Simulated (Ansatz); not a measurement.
# BN: a point defect seen from the nuclei (Si on an N site)

Wanted: the field gradients around Si on an N site in BN, cell charge -1, before and after the neighbours move. The cell is a supercell built from a COD entry (the entry's cell lengths or inner coordinates differ somewhat from later room-temperature determinations). Planned: a single point, then a relaxation.

The COD entry's cell or inner coordinates are ideal or old and differ from later refinements, so a difference from it is no clean test against experiment.

Program: Ansatz 0.2.0. Level of theory: DFT, PBE, plane-wave PAW, default files, scalar-relativistic. These are calculated values, not measurements.

1 further run of the same task is left out (it didn't finish).

## 1. The starting structure

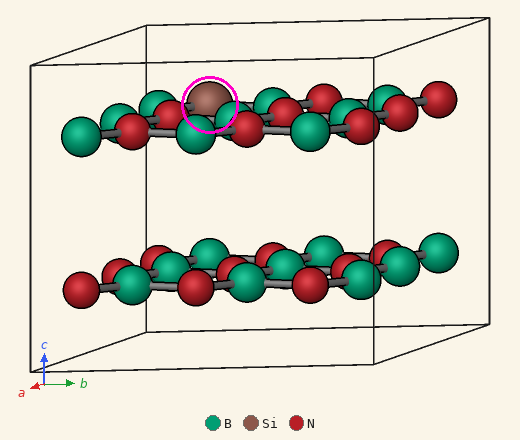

Start, viewed slightly off an axis; boron teal, silicon brown, nitrogen red. Atom 19 is ringed.

As a file:

```xyz
36
Lattice="7.4947 0.0000 0.0000 -3.7474 6.4906 0.0000 0.0000 0.0000 6.6357" Properties=species:S:1:pos:R:3 pbc="T T T"
B     0.0000    1.4424    1.6589
B    -1.2491    3.6059    1.6589
B    -2.4982    5.7694    1.6589
B     2.4982    1.4424    1.6589
B     1.2491    3.6059    1.6589
B     0.0000    5.7694    1.6589
B     4.9965    1.4424    1.6589
B     3.7474    3.6059    1.6589
B     2.4982    5.7694    1.6589
B     1.2491    0.7212    4.9768
B     0.0000    2.8847    4.9768
B    -1.2491    5.0483    4.9768
B     3.7474    0.7212    4.9768
B     2.4982    2.8847    4.9768
B     1.2491    5.0483    4.9768
B     6.2456    0.7212    4.9768
B     4.9965    2.8847    4.9768
B     3.7474    5.0483    4.9768
Si    0.0000    1.4424    4.9768
N    -1.2491    3.6059    4.9768
N    -2.4982    5.7694    4.9768
N     2.4982    1.4424    4.9768
N     1.2491    3.6059    4.9768
N     0.0000    5.7694    4.9768
N     4.9965    1.4424    4.9768
N     3.7474    3.6059    4.9768
N     2.4982    5.7694    4.9768
N     1.2491    0.7212    1.6589
N     0.0000    2.8847    1.6589
N    -1.2491    5.0483    1.6589
N     3.7474    0.7212    1.6589
N     2.4982    2.8847    1.6589
N     1.2491    5.0483    1.6589
N     6.2456    0.7212    1.6589
N     4.9965    2.8847    1.6589
N     3.7474    5.0483    1.6589
```

Atom 19 of the input is the impurity.

## 2. First run, atoms as given

Contents of input.yaml:

```yaml
crystal:
  lattice:
    - [7.49472, 0.0, 0.0]
    - [-3.74736, 6.4906179144, 0.0]
    - [0.0, 0.0, 6.6357]
  atoms:
    - { symbol: B, position: [0.1111111111, 0.2222222222, 0.25] }
    - { symbol: B, position: [0.1111111111, 0.5555555556, 0.25] }
    - { symbol: B, position: [0.1111111111, 0.8888888889, 0.25] }
    - { symbol: B, position: [0.4444444444, 0.2222222222, 0.25] }
    - { symbol: B, position: [0.4444444444, 0.5555555556, 0.25] }
    - { symbol: B, position: [0.4444444444, 0.8888888889, 0.25] }
    - { symbol: B, position: [0.7777777778, 0.2222222222, 0.25] }
    - { symbol: B, position: [0.7777777778, 0.5555555556, 0.25] }
    - { symbol: B, position: [0.7777777778, 0.8888888889, 0.25] }
    - { symbol: B, position: [0.2222222222, 0.1111111111, 0.75] }
    - { symbol: B, position: [0.2222222222, 0.4444444444, 0.75] }
    - { symbol: B, position: [0.2222222222, 0.7777777778, 0.75] }
    - { symbol: B, position: [0.5555555556, 0.1111111111, 0.75] }
    - { symbol: B, position: [0.5555555556, 0.4444444444, 0.75] }
    - { symbol: B, position: [0.5555555556, 0.7777777778, 0.75] }
    - { symbol: B, position: [0.8888888889, 0.1111111111, 0.75] }
    - { symbol: B, position: [0.8888888889, 0.4444444444, 0.75] }
    - { symbol: B, position: [0.8888888889, 0.7777777778, 0.75] }
    - { symbol: Si, position: [0.1111111111, 0.2222222222, 0.75] }
    - { symbol: "N", position: [0.1111111111, 0.5555555556, 0.75] }
    - { symbol: "N", position: [0.1111111111, 0.8888888889, 0.75] }
    - { symbol: "N", position: [0.4444444444, 0.2222222222, 0.75] }
    - { symbol: "N", position: [0.4444444444, 0.5555555556, 0.75] }
    - { symbol: "N", position: [0.4444444444, 0.8888888889, 0.75] }
    - { symbol: "N", position: [0.7777777778, 0.2222222222, 0.75] }
    - { symbol: "N", position: [0.7777777778, 0.5555555556, 0.75] }
    - { symbol: "N", position: [0.7777777778, 0.8888888889, 0.75] }
    - { symbol: "N", position: [0.2222222222, 0.1111111111, 0.25] }
    - { symbol: "N", position: [0.2222222222, 0.4444444444, 0.25] }
    - { symbol: "N", position: [0.2222222222, 0.7777777778, 0.25] }
    - { symbol: "N", position: [0.5555555556, 0.1111111111, 0.25] }
    - { symbol: "N", position: [0.5555555556, 0.4444444444, 0.25] }
    - { symbol: "N", position: [0.5555555556, 0.7777777778, 0.25] }
    - { symbol: "N", position: [0.8888888889, 0.1111111111, 0.25] }
    - { symbol: "N", position: [0.8888888889, 0.4444444444, 0.25] }
    - { symbol: "N", position: [0.8888888889, 0.7777777778, 0.25] }
total_charge: -1
kpoints:
  mp_grid: { grid: [3, 3, 3] }
scf:
  occupations: { method: fermi_dirac, width: 0.01 }
hamiltonian:
  xc: pbe
  pseudopotentials: { kind: paw }
output:
  forces: true
  stress: true
  populations: true
  efg:
    quadrupole_moments_barn: { B: 0.04059, "N": 0.02044 }
    contact_densities: true
```

Run with:

```console
$ ansatz run input.yaml --threads 1 --pin off --max-ram 2560MiB --backend cpu --events-out ev --progress --plain --runs-dir out
```

What it wrote:

```text
Warning: RAYON_NUM_THREADS=1 ignored (pool sized by the plan → 1); use --threads N
Engine: ansatz 0.2.0, aarch64-unknown-linux-gnu
Pseudopotentials: kind: paw
Pseudopotential: B, paw, valence charge 3, recommended cutoff 420 eV (normal), B.paw.azcp
Pseudopotential: Si, paw, valence charge 4, recommended cutoff 420 eV (normal), Si.paw.azcp
Pseudopotential: N, paw, valence charge 5, recommended cutoff 420 eV (normal), N.paw.azcp
Functional definition: PBE
  parameter kappa = 0.804
  parameter beta = 0.06672455060314922
  exchange = pbe_x(kappa = kappa, mu = beta*pi^2/3)
  correlation = pbe_c(beta = beta)
Crystal: 36 atoms, lattice volume = 322.796 Å³
Basis set: ecut = 420 eV, 6335 PW (Γ), exchange–correlation on 108×108×90 points (8 copies of the dense FFT grid, shifted against one another)
Bands: 108, of which v1, the nominal top of the filled ones, is band 72 counted from 1 (71 counted from 0)
Symmetry: 12 space group operations
Space group: P-6m2 (ITA 187), of the structure as read, at distance tolerance 6.9e-5 Å
k-points: 6 of 27 (time reversal used)
Non-local potential: B, projectors of the file, l = 0: 2, l = 1: 2, l = 2: 1
Non-local potential: Si, projectors of the file, l = 0: 2, l = 1: 2, l = 2: 2
Non-local potential: N, projectors of the file, l = 0: 2, l = 1: 2, l = 2: 1
PAW form: soft (Blöchl's): semilocal exchange-correlation on the pseudo side does not see the compensation charge
PAW one-centre angular grid: B, 110 points (default); XC on 64 Gauss nodes
PAW one-centre angular grid: Si, 110 points (default); XC on 64 Gauss nodes
PAW one-centre angular grid: N, 110 points (default); XC on 64 Gauss nodes
Initial density: superposition of atomic densities (neutral atoms scaled as one to the charged cell's electrons: chi_scale 0, normalization atom), corrected by the library's trained network
Initial wavefunctions: pseudopotential atomic-orbital guess
Functional: x = pbe(κ = 0.804, μ = 0.2195149727645171), c = pbe(β = 0.06672455060314922)
SCF iter   1: F=—  HF=-9988.348475 eV  |F-HF|=—  |Δ(HF+E_count)|=         —  Δρ=1.49e-2  dr2=1.85e0  ethr=1.77e-3  ⟨swp⟩=7.0  Hψ=3272  notcnv=0  defer=67
preconditioner: auto → Resta (q_TF=auto, 2.385 Å⁻¹)  ε∞=3.6  [insulator: Δε(μ)=2.545 eV  Ē_g=15.421 eV  σ=0.010 eV  W_gap=1.00  n_scr=70 (ndim 8)  ℏωp=24.8 eV  f_vac=0.017  D(μ)=0.00/eV (n_scr^D=0)  ε∞_Penn≈3.6]
SCF iter   2: F=—  HF=-9987.822558 eV  |F-HF|=—  |Δ(HF+E_count)|=   5.26e-1  Δρ=5.19e-3  dr2=3.24e-1  ethr=1.28e-3  ⟨swp⟩=2.0  Hψ=923  notcnv=0  defer=182
SCF iter   3: F=—  HF=-9987.706474 eV  |F-HF|=—  |Δ(HF+E_count)|=   1.16e-1  Δρ=2.53e-3  dr2=6.58e-2  ethr=2.25e-4  ⟨swp⟩=2.5  Hψ=958  notcnv=0  defer=179
SCF iter   4: F=—  HF=-9987.679723 eV  |F-HF|=—  |Δ(HF+E_count)|=   2.68e-2  Δρ=1.08e-3  dr2=8.65e-3  ethr=4.57e-5  ⟨swp⟩=2.8  Hψ=902  notcnv=0  defer=179
SCF iter   5: F=—  HF=-9987.676808 eV  |F-HF|=—  |Δ(HF+E_count)|=   2.92e-3  Δρ=3.29e-4  dr2=4.36e-4  ethr=6.00e-6  ⟨swp⟩=2.7  Hψ=1062  notcnv=0  defer=179
SCF iter   6: F=—  HF=-9987.676898 eV  |F-HF|=—  |Δ(HF+E_count)|=   8.97e-5  Δρ=1.22e-4  dr2=3.92e-5  ethr=3.03e-7  ⟨swp⟩=2.0  Hψ=831  notcnv=0  defer=179
SCF iter   7: F=—  HF=-9987.676685 eV  |F-HF|=—  |Δ(HF+E_count)|=   2.13e-4  Δρ=5.70e-5  dr2=9.39e-6  ethr=2.72e-8  ⟨swp⟩=2.0  Hψ=920  notcnv=0  defer=179
SCF iter   8: F=—  HF=-9987.676684 eV  |F-HF|=—  |Δ(HF+E_count)|=   4.48e-7  Δρ=1.07e-5  dr2=3.27e-7  ethr=6.52e-9  ⟨swp⟩=2.0  Hψ=869  notcnv=0  defer=179
SCF iter   9: F=-9987.676685 eV  HF=-9987.676685 eV  |F-HF|=5.15e-9  |Δ(HF+E_count)|=   2.66e-7  Δρ=1.91e-6  dr2=9.94e-9  ethr=6.94e-11  ⟨swp⟩=19.8  Hψ=4700  notcnv=0
SCF 1 converged in 9 iterations: F = -9987.676685 eV  dr2 = 9.94e-9
SCF converged after 9 iterations
Free energy (F): -9987.676685 eV
Harris-Foulkes:  -9987.676685 eV  (|F-HF|=5.15e-9)
Internal energy: -9987.676685 eV  (E = F + TS)
E sigma→0 (E₀):  -9987.676685 eV
Fermi energy:    7.971412 eV
--- Per-component energies (eV) ---
  E_band       = -273.061052
  E_kinetic    = 3271.690351
  E_local      = -6041.278456  (includes V_loc(G=0)·N_el)
  E_nonlocal   = 1050.122569
  E_hartree    = 1953.049582
  E_xc         = -1679.351087
  E_vxc        = -2060.732068  (∫ρ·V_xc dr)
  E_paw        = -4113.574070  (= ΣΔE_a)
  E_vpaw       = -398.964844  (= ΣTr[D̂ρ^β])
  E_aug_tail   = 0.001685  (compensation charges beyond the density's cutoff)
  E_ewald      = -4428.337259
  E_smearing   = -0.000000  (= −TS)
  E_closure    = -0.000000  (closes the sum)
  E_deformation_potential = -14.126761  (in the stress; not in F)
  Σ components = -9987.676685   (vs F -9987.676685, Δ=0.00e0)
--- Forces (eV/Å), atoms counted from 1 ---
  atom   1  B      0.00000000     0.00000000     0.00000000
  atom   2  B      0.18671070    -0.12683022     0.00000000
  atom   3  B     -0.01648284     0.22511132     0.00000000
  atom   4  B     -0.20319354    -0.09828110     0.00000000
  atom   5  B     -0.18671070    -0.12683022     0.00000000
  atom   6  B      0.00000000     0.00000000     0.00000000
  atom   7  B      0.20319354    -0.09828110     0.00000000
  atom   8  B      0.00000000     0.00000000     0.00000000
  atom   9  B      0.01648284     0.22511132     0.00000000
  atom  10  B     19.54398922   -11.28372744     0.00000000
  atom  11  B      0.00000000    22.56745488     0.00000000
  atom  12  B     -0.47268799    -0.27290654     0.00000000
  atom  13  B      0.00000000     0.54581307     0.00000000
  atom  14  B     -0.15891735    -0.09175098     0.00000000
  atom  15  B      0.47268799    -0.27290654     0.00000000
  atom  16  B    -19.54398922   -11.28372744     0.00000000
  atom  17  B      0.15891735    -0.09175098     0.00000000
  atom  18  B      0.00000000     0.18350195     0.00000000
  atom  19  Si     0.00000000     0.00000000     0.00000000
  atom  20  N     -0.62673072     1.46926704     0.00000000
  atom  21  N      0.95905722    -1.27739824     0.00000000
  atom  22  N      1.58578794    -0.19186880     0.00000000
  atom  23  N      0.62673072     1.46926704     0.00000000
  atom  24  N      0.00000000     0.00000000     0.00000000
  atom  25  N     -1.58578794    -0.19186880     0.00000000
  atom  26  N      0.00000000     0.00000000     0.00000000
  atom  27  N     -0.95905722    -1.27739824     0.00000000
  atom  28  N      0.23075289    -0.13322524     0.00000000
  atom  29  N      0.00000000     0.26645048     0.00000000
  atom  30  N      0.02709848     0.01564532     0.00000000
  atom  31  N      0.00000000    -0.03129063     0.00000000
  atom  32  N      0.07745872     0.04472081     0.00000000
  atom  33  N     -0.02709848     0.01564532     0.00000000
  atom  34  N     -0.23075289    -0.13322524     0.00000000
  atom  35  N     -0.07745872     0.04472081     0.00000000
  atom  36  N      0.00000000    -0.08944162     0.00000000
  max |Σ_I F_I| component: 3.94e-15 eV/Å
--- Stress (GPa, compression-positive) ---
       35.104386       0.000000       0.000000
        0.000000      35.104386       0.000000
        0.000000       0.000000       1.810531
  P = ⅓ Tr σ = 24.0064 GPa (240.064 kbar)
--- PAW observables at the nuclei: V_zz in 10²¹ V/m², potentials from the cell's mean, atoms counted from 1 ---
  atom   1  B  V_zz =    +2.838780   η = 0.0000   by run symmetry: allowed   C_q = +2.7862 MHz
            electrostatic potential = -322.280138 V   contact ρ = 486.895296 e/Å³
  atom   2  B  V_zz =    +2.791741   η = 0.0210   by run symmetry: allowed   C_q = +2.7400 MHz
            electrostatic potential = -322.218740 V   contact ρ = 486.903465 e/Å³
  atom   3  B  V_zz =    +2.791741   η = 0.0210   by run symmetry: allowed   C_q = +2.7400 MHz
            electrostatic potential = -322.218740 V   contact ρ = 486.903465 e/Å³
  atom   4  B  V_zz =    +2.791741   η = 0.0210   by run symmetry: allowed   C_q = +2.7400 MHz
            electrostatic potential = -322.218740 V   contact ρ = 486.903465 e/Å³
  atom   5  B  V_zz =    +2.791741   η = 0.0210   by run symmetry: allowed   C_q = +2.7400 MHz
            electrostatic potential = -322.218740 V   contact ρ = 486.903465 e/Å³
  atom   6  B  V_zz =    +2.765967   η = 0.0000   by run symmetry: allowed   C_q = +2.7147 MHz
            electrostatic potential = -322.174807 V   contact ρ = 486.899556 e/Å³
  atom   7  B  V_zz =    +2.791741   η = 0.0210   by run symmetry: allowed   C_q = +2.7400 MHz
            electrostatic potential = -322.218740 V   contact ρ = 486.903465 e/Å³
  atom   8  B  V_zz =    +2.791298   η = 0.0000   by run symmetry: allowed   C_q = +2.7396 MHz
            electrostatic potential = -322.189953 V   contact ρ = 486.907742 e/Å³
  atom   9  B  V_zz =    +2.791741   η = 0.0210   by run symmetry: allowed   C_q = +2.7400 MHz
            electrostatic potential = -322.218740 V   contact ρ = 486.903465 e/Å³
  atom  10  B  V_zz =    -3.132472   η = 0.9035   by run symmetry: allowed   C_q = -3.0744 MHz
            electrostatic potential = -326.124803 V   contact ρ = 488.776377 e/Å³
  atom  11  B  V_zz =    -3.132472   η = 0.9035   by run symmetry: allowed   C_q = -3.0744 MHz
            electrostatic potential = -326.124803 V   contact ρ = 488.776383 e/Å³
  atom  12  B  V_zz =    +2.821118   η = 0.0363   by run symmetry: allowed   C_q = +2.7688 MHz
            electrostatic potential = -323.113711 V   contact ρ = 486.964157 e/Å³
  atom  13  B  V_zz =    +2.821118   η = 0.0363   by run symmetry: allowed   C_q = +2.7688 MHz
            electrostatic potential = -323.113711 V   contact ρ = 486.964156 e/Å³
  atom  14  B  V_zz =    +2.674002   η = 0.0433   by run symmetry: allowed   C_q = +2.6244 MHz
            electrostatic potential = -323.115315 V   contact ρ = 486.939005 e/Å³
  atom  15  B  V_zz =    +2.821118   η = 0.0363   by run symmetry: allowed   C_q = +2.7688 MHz
            electrostatic potential = -323.113711 V   contact ρ = 486.964157 e/Å³
  atom  16  B  V_zz =    -3.132472   η = 0.9035   by run symmetry: allowed   C_q = -3.0744 MHz
            electrostatic potential = -326.124803 V   contact ρ = 488.776377 e/Å³
  atom  17  B  V_zz =    +2.674002   η = 0.0433   by run symmetry: allowed   C_q = +2.6244 MHz
            electrostatic potential = -323.115315 V   contact ρ = 486.939005 e/Å³
  atom  18  B  V_zz =    +2.674002   η = 0.0433   by run symmetry: allowed   C_q = +2.6244 MHz
            electrostatic potential = -323.115315 V   contact ρ = 486.939005 e/Å³
  atom  19  Si V_zz =   +20.099131   η = 0.0000   by run symmetry: allowed
            electrostatic potential = -1367.210004 V   contact ρ = 12815.370267 e/Å³
  atom  20  N  V_zz =    -0.784111   η = 0.4986   by run symmetry: allowed   C_q = -0.3875 MHz
            electrostatic potential = -512.962127 V   contact ρ = 1411.692801 e/Å³
  atom  21  N  V_zz =    -0.784111   η = 0.4986   by run symmetry: allowed   C_q = -0.3875 MHz
            electrostatic potential = -512.962127 V   contact ρ = 1411.692801 e/Å³
  atom  22  N  V_zz =    -0.784111   η = 0.4986   by run symmetry: allowed   C_q = -0.3875 MHz
            electrostatic potential = -512.962127 V   contact ρ = 1411.692801 e/Å³
  atom  23  N  V_zz =    -0.784111   η = 0.4986   by run symmetry: allowed   C_q = -0.3875 MHz
            electrostatic potential = -512.962127 V   contact ρ = 1411.692801 e/Å³
  atom  24  N  V_zz =    -0.075796   η = 0.0000   by run symmetry: allowed   C_q = -0.0375 MHz
            electrostatic potential = -512.664232 V   contact ρ = 1411.284683 e/Å³
  atom  25  N  V_zz =    -0.784111   η = 0.4986   by run symmetry: allowed   C_q = -0.3875 MHz
            electrostatic potential = -512.962127 V   contact ρ = 1411.692801 e/Å³
  atom  26  N  V_zz =    -0.028454   η = 0.0000   by run symmetry: allowed   C_q = -0.0141 MHz
            electrostatic potential = -512.697315 V   contact ρ = 1411.292627 e/Å³
  atom  27  N  V_zz =    -0.784111   η = 0.4986   by run symmetry: allowed   C_q = -0.3875 MHz
            electrostatic potential = -512.962127 V   contact ρ = 1411.692801 e/Å³
  atom  28  N  V_zz =    -0.697852   η = 0.1770   by run symmetry: allowed   C_q = -0.3449 MHz
            electrostatic potential = -512.224279 V   contact ρ = 1411.223837 e/Å³
  atom  29  N  V_zz =    -0.697852   η = 0.1770   by run symmetry: allowed   C_q = -0.3449 MHz
            electrostatic potential = -512.224279 V   contact ρ = 1411.223837 e/Å³
  atom  30  N  V_zz =    -0.491654   η = 0.1673   by run symmetry: allowed   C_q = -0.2430 MHz
            electrostatic potential = -512.066107 V   contact ρ = 1411.200287 e/Å³
  atom  31  N  V_zz =    -0.491654   η = 0.1673   by run symmetry: allowed   C_q = -0.2430 MHz
            electrostatic potential = -512.066107 V   contact ρ = 1411.200287 e/Å³
  atom  32  N  V_zz =    -0.567880   η = 0.0093   by run symmetry: allowed   C_q = -0.2807 MHz
            electrostatic potential = -512.090854 V   contact ρ = 1411.182519 e/Å³
  atom  33  N  V_zz =    -0.491654   η = 0.1673   by run symmetry: allowed   C_q = -0.2430 MHz
            electrostatic potential = -512.066107 V   contact ρ = 1411.200287 e/Å³
  atom  34  N  V_zz =    -0.697852   η = 0.1770   by run symmetry: allowed   C_q = -0.3449 MHz
            electrostatic potential = -512.224279 V   contact ρ = 1411.223837 e/Å³
  atom  35  N  V_zz =    -0.567880   η = 0.0093   by run symmetry: allowed   C_q = -0.2807 MHz
            electrostatic potential = -512.090854 V   contact ρ = 1411.182519 e/Å³
  atom  36  N  V_zz =    -0.567880   η = 0.0093   by run symmetry: allowed   C_q = -0.2807 MHz
            electrostatic potential = -512.090854 V   contact ρ = 1411.182519 e/Å³
--- Band table (eV; the first three rows and the last of 6) ---
[... 4 lines left out ...]
--- Löwdin populations: 36 sites ---
  site symbol       q [e]
     0      B      2.6029
     1      B      2.6083
     2      B      2.6083
     3      B      2.6083
     4      B      2.6083
     5      B      2.6155
     6      B      2.6083
     7      B      2.6149
     8      B      2.6083
     9      B      3.1660
    10      B      3.1660
    11      B      2.6627
    12      B      2.6627
    13      B      2.6532
    14      B      2.6627
    15      B      3.1660
    16      B      2.6532
    17      B      2.6532
    18     Si      3.3936
    19      N      5.3078
    20      N      5.3078
    21      N      5.3078
    22      N      5.3078
    23      N      5.3563
    24      N      5.3078
    25      N      5.3490
    26      N      5.3078
    27      N      5.3377
    28      N      5.3377
    29      N      5.3451
    30      N      5.3451
    31      N      5.3459
    32      N      5.3451
    33      N      5.3377
    34      N      5.3459
    35      N      5.3459
  spilling = 0.007215 (of n_electrons = 144.000000)
```

Run time: 41 s. Hardware: 1 thread of Arm Neoverse V1, shared host; peak memory 0.61 GiB.

State: gap on the mesh 2.22 eV, largest force 22.567 eV/Å, pressure 24.0 GPa.

Like atoms gathered into sites: 11 of 14, those nearest the defect, the farthest of each element and the two largest gradients.

```
site              atoms  distance from the defect (Å)  V_zz (10²¹ V/m²)     η     C_Q (MHz)
  Si                 19                          0.00              20.1  0.00             –
 B10         10, 11, 16                          1.44             -3.13  0.90   -3.07 (¹¹B)
 N20  20, 21, 22, 23, …                          2.50             -0.78  0.50  -0.388 (¹⁴N)
 B14         14, 17, 18                          2.88              2.67  0.04    2.62 (¹¹B)
  B1                  1                          3.32              2.84  0.00    2.79 (¹¹B)
 N28         28, 29, 34                          3.62             -0.70  0.18  -0.345 (¹⁴N)
 B12         12, 13, 15                          3.82              2.82  0.04    2.77 (¹¹B)
  B2      2, 3, 4, 5, …                          4.15              2.79  0.02    2.74 (¹¹B)
 N24                 24                          4.33            -0.076  0.00  -0.037 (¹⁴N)
 N30         30, 31, 33                          5.06             -0.49  0.17  -0.243 (¹⁴N)
  B8                  8                          5.45              2.79  0.00    2.74 (¹¹B)
```

Conventions: |V_zz| ≥ |V_yy| ≥ |V_xx|, η = (V_xx − V_yy)/V_zz, C_Q = eQV_zz/h. Q values from Pyykkö, Mol. Phys. 116, 1328 (2018). A dash under C_Q marks elements without a common quadrupolar isotope.

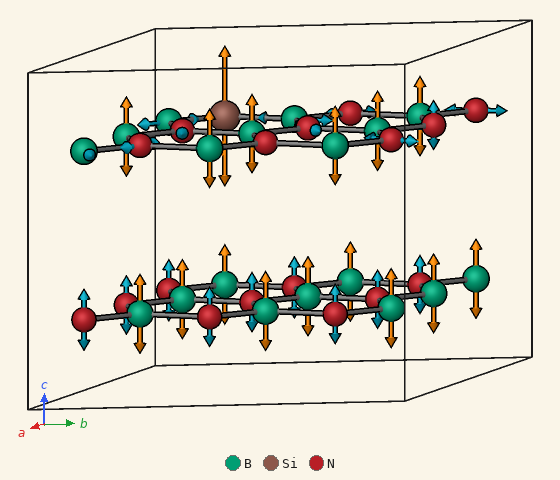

Double arrows mark the V_zz axes (orange positive, teal negative); their length grows with the root of |V_zz|.

(Part 1 of 2 ends here.)
